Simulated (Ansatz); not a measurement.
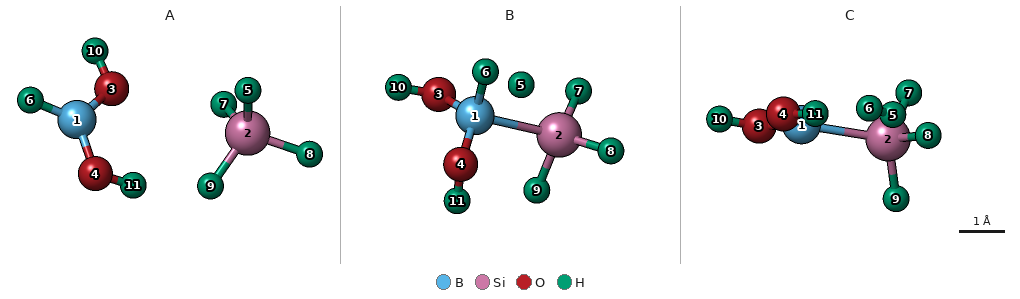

Three geometries of BSiH7O2: a saddle point and the two minima that it joins, in shuffled order. The picture is a ball-and-stick view, seen at a tilt. Sticks join atoms that are closer than about 1.2 times the sum of their covalent radii (a little more with hydrogen).

Stationary points at PBE0-D4/def2-TZVP, single-point energies with CAM-B3LYP-D4, SPW92 (LDA), r2SCAN-D4, B3LYP-D4, B2PLYP, PBE0-D4 (def2-TZVPP where no basis is named; Ansatz 0.2.0). The energies are electronic, without zero-point or thermal terms, and both ends are the minima reached downhill from the saddle, with any fragments still in contact.

> Identify the saddle point and describe the reaction.

Frame B is the saddle point. Counted by bonded pieces, C holds H₂ + SiBH₅O₂ and A holds BH₃O₂ + SiH₄. From C over the saddle to A, bonds form: B1–H6 (4.05 → 1.35 → 1.20 Å), Si2–H5 (3.81 → 1.95 → 1.48 Å). Bonds break: B1–Si2 (2.04 → 2.19 → 4.10 Å), H5–H6 (0.75 → 1.03 → 4.93 Å). The saddle has one imaginary mode, 1059i cm⁻¹. With CAM-B3LYP-D4 the barrier is 199.3 kJ/mol from C and 254.0 kJ/mol from A, and A lies 54.8 kJ/mol below C.

```tsv
level	barrier from C (kJ/mol)	barrier from A (kJ/mol)	A less C (kJ/mol)
CAM-B3LYP-D4	199.3	254.0	−54.8
SPW92 (LDA)	130.1	168.7	−38.7
r2SCAN-D4	175.5	220.1	−44.7
B3LYP-D4	195.6	245.8	−50.1
B2PLYP	202.1	255.3	−53.3
PBE0-D4	175.2	218.2	−43.0
```
